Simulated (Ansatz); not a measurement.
Zr (hcp, Mg type)

```
Zr
1.0
    3.24602     0.00000     0.00000
   -1.62301     2.81113     0.00000
    0.00000     0.00000     5.15071
Zr
2
Direct
  0.33333   0.66667   0.75000
  0.66667   0.33333   0.25000
```

The volume is varied about the relaxed value V₀ at fixed cell shape. Symmetry pins the atoms to their sites.

The numbers are results of r2SCAN (plane waves to 500 eV, PAW, scalar-relativistic; Ansatz, a quantum-chemistry and plane-wave program), not measurements. k mesh 16×16×9 (Γ-centred), Fermi-Dirac smearing 0.05 eV. The energy includes the smearing's −TS. With the shape held, the modulus is that of even scaling; a crystal free to change shape is softer. Zr is run without spin polarisation. Zr was relaxed with its symmetry unable to fall. ΔE is measured from the relaxed starting cell.

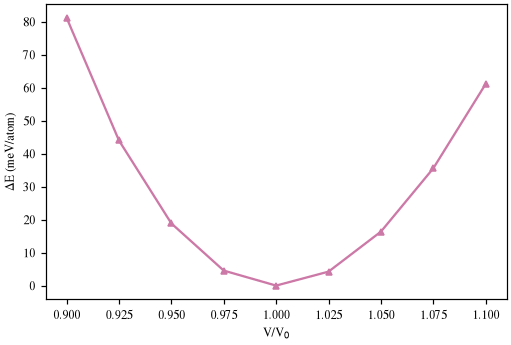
Figure. ΔE (meV/atom) against V/V₀; markers are the computed points, lines only join them.

What is ΔE at V/V₀ = 1.100?

About 61 meV/atom.

What is ΔE at V/V₀ = 0.900?

About 81 meV/atom.

What bulk modulus at fixed cell shape B₀ follows from a third-order Birch-Murnaghan fit?

About 96 GPa.

(A scan under strain: stresses follow from slopes of the energy per volume, elastic moduli from its curvatures.)
